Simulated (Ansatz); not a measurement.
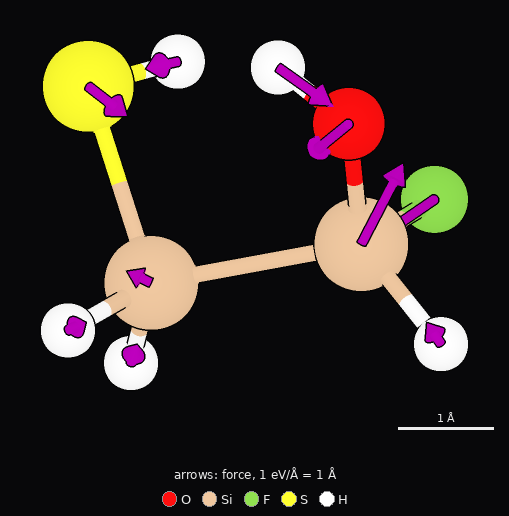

Starting geometry of Si₂H₅SOF with the computed forces as purple arrows. Style: ball-and-stick. Shown at a tilt.

The start comes from PBE-D4/def2-SVP.

Level of theory: RKS PBE0-D4/def2-TZVP in Ansatz. (force threshold 0.005 eV/Å; at most 150 steps)

Question: What follows when this structure is relaxed?

Answer: It isn't relaxed: the largest force vector, on the F atom, is 1.27 eV/Å. The final displacements have little in common with the starting forces (cosine between the two patterns 0.24). After 7 accepted moves (8 points after the start) the energy has fallen by 8.68 kJ/mol. The largest force component goes from 1.3 to 0.0033 eV/Å. The line search rejected the trial step at point 6 of the run. An H atom moves most after the best rigid fit: 0.20 Å. Largest moves by element: H 0.20 Å, S 0.14 Å, O 0.08 Å, F 0.08 Å, Si 0.04 Å. Among the contacts that change: F–Si 1.648 → 1.604 Å, S–Si 2.192 → 2.156 Å, O–Si 1.667 → 1.633 Å, H–S 1.365 → 1.345 Å. Among the angles between lasting bonds that change: Si–O–H 111.2° → 115.9°, Si–Si–S 99.2° → 103.6°, O–Si–Si 104.1° → 107.2°.
